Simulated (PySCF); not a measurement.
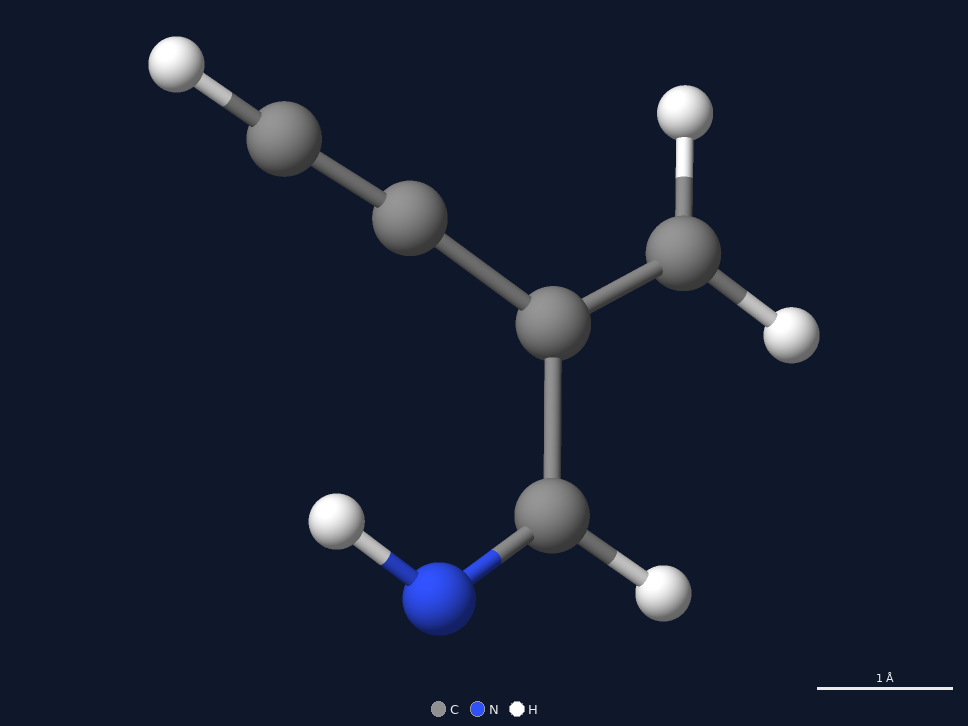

Rendered structure (ball-and-stick style).

The computed structure is the end point of a GFN2-xTB optimisation. No frequency run is at hand to confirm it as a minimum.

Which formula does it have?

C₅H₅N, 11 atoms: 5 carbon, 5 hydrogen and 1 nitrogen.

Which point group does it belong to?

Cs.

More results for the same structure follow; atom numbers are the same in all pictures, views and colours differ.

## Geometry

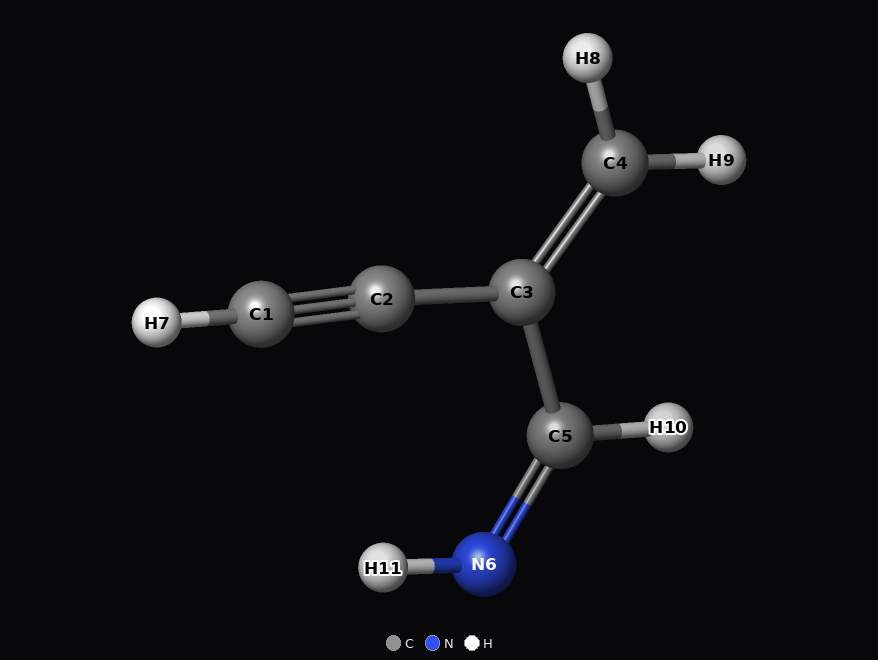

Numbered structure. No frequency run is at hand to confirm it as a minimum.

What is the geometry at C5?

C5 has 3 neighbours (C3 at 1.47, N6 at 1.26, H10 at 1.09 Å); the arrangement is trigonal planar.

Describe the coordination of atom 6.

N6 has 2 neighbours (C5 at 1.26, H11 at 1.02 Å); the arrangement is bent.

How are the neighbours of atom 3 arranged?

C3 has 3 neighbours (C2 at 1.42, C4 at 1.34, C5 at 1.47 Å); the arrangement is trigonal planar.

Describe the coordination of atom 1.

C1 has 2 neighbours (C2 at 1.20, H7 at 1.05 Å); the arrangement is linear.

What is the dihedral angle C2–C3–C5–N6?

0° in size, that is syn (eclipsed).

## Electronic properties

No frequency run is at hand to confirm it as a minimum. Level of theory: CAM-B3LYP/def2-SVPD, gas phase (PySCF 2.14.0). Excitations: vertical, linear response.

Estimate the HOMO–LUMO gap.

8.07 eV.

Estimate the HOMO energy (Kohn–Sham orbital).

−8.81 eV.

Estimate the lowest vertical singlet excitation.

4.63 eV.

What is the dipole moment?

2.59 D.

## Core levels

No frequency run is at hand to confirm it as a minimum. Method: delta-SCF UKS SCAN, pcX-2 on the ionised atom, pcseg-1 elsewhere, spin-free X2C (PySCF 2.14.0).

Give the core-electron binding energies (to vacuum) of C1 1s, C2 1s, C3 1s, C4 1s, C5 1s, N6 1s.

```tsv
atom	level	binding energy (eV)
C1	1s	290.6
C2	1s	291.1
C3	1s	291.8
C4	1s	290.6
C5	1s	292.0
N6	1s	404.3
```

## Polarisability

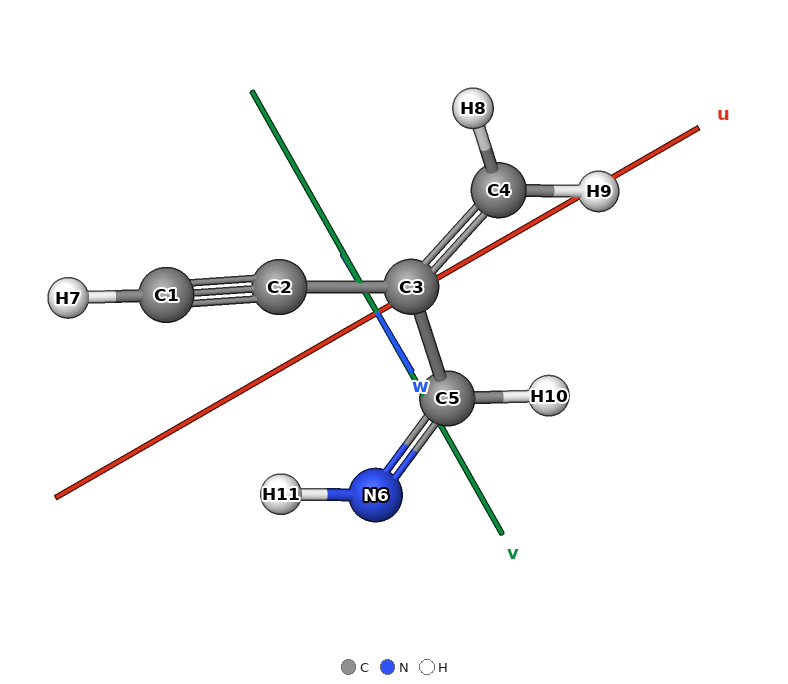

The lines u, v and w are the principal axes of the static dipole polarisability. No frequency run is at hand to confirm it as a minimum. Computed with CAM-B3LYP/def2-SVPD (PySCF 2.14.0).

Along which axis is the molecule most polarisable, and along which least?

Most along u (in the molecular plane, at 45° to the long direction C4···N6), least along w (normal to the molecular plane).

Give the three principal values.

u 91.9, v 69.6, w 40.4 bohr³; mean 67.3, anisotropy 44.7 bohr³.
